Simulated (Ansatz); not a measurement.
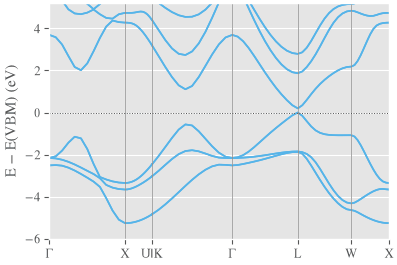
*Band structure from plane-wave PAW r²SCAN with spin–orbit coupling (Ansatz code)*

**Question.** Read off the gap and where the band edges lie.

**Answer.** About 0.2 eV (0.20 eV by a search for the band edges); maximum at L, minimum at L.

The material is PbS (rock salt, Fm-3m).

The cell was relaxed with r²SCAN under the symmetry of its start; of distortions, only those at the zone centre were tested.

Potentials: the later of the program's two PAW sets.
